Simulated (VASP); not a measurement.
Band structure of LaGa$_{3}$Cu (space group I-4m2). These are LDA (Ceperley-Alder, Perdew-Zunger), VASP's LDA PAW potentials (set 64) (plane waves; VASP) values and carry that method's errors.

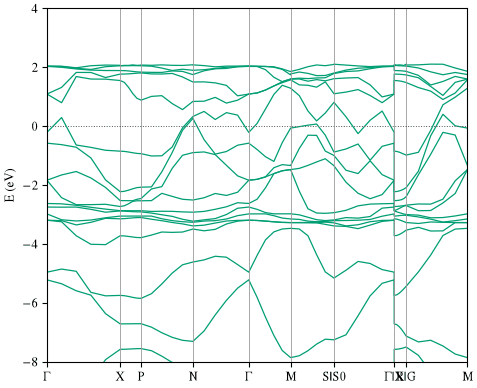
*Bands along high-symmetry lines, zero at the valence-band maximum or, without a gap, the Fermi level*

**Question.** Read the plot: is there a gap, and where are the band edges?

**Answer.** It has no gap at this level: it comes out as a metal or semimetal.

The structure comes from a computed database's LaGa3Cu entry; how it stands against other phases isn't given here. The cell was not relaxed at this level. The electron count is odd and the run is not spin-polarised, which forces a metal.
